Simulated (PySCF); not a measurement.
CH7GaO, singlet at its CAM-B3LYP/def2-SVP optimised geometry (Å):

```
10

Ga    -0.7036    -0.6685     0.0000
H     -1.4822    -0.9427    -1.3510
H     -1.4850    -0.9415     1.3495
C      1.2689    -0.6685     0.0000
H      1.6786    -0.1807     0.8972
H      1.6771    -0.1629    -0.8881
H      1.6442    -1.7047    -0.0110
O     -1.1405     1.4729     0.0000
H     -1.6786     1.7024     0.7707
H     -1.6680     1.7047    -0.7773
```

Calculation: CAM-B3LYP/def2-TZVP (PySCF 2.14.0). Cells within 0.4 Å of a nucleus heavier than hydrogen are left out (blank, or x).

Map of the HOMO amplitude (bohr^(-3/2)) on the plane z = 0.0 Å; orbital energy -8.66 eV, overall sign arbitrary:

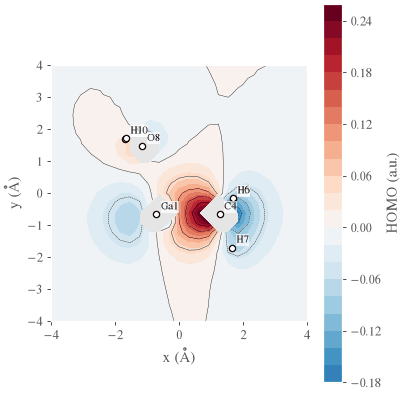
Fig. 1. HOMO amplitude (bohr^(-3/2)) on the plane z = 0.0 Å.
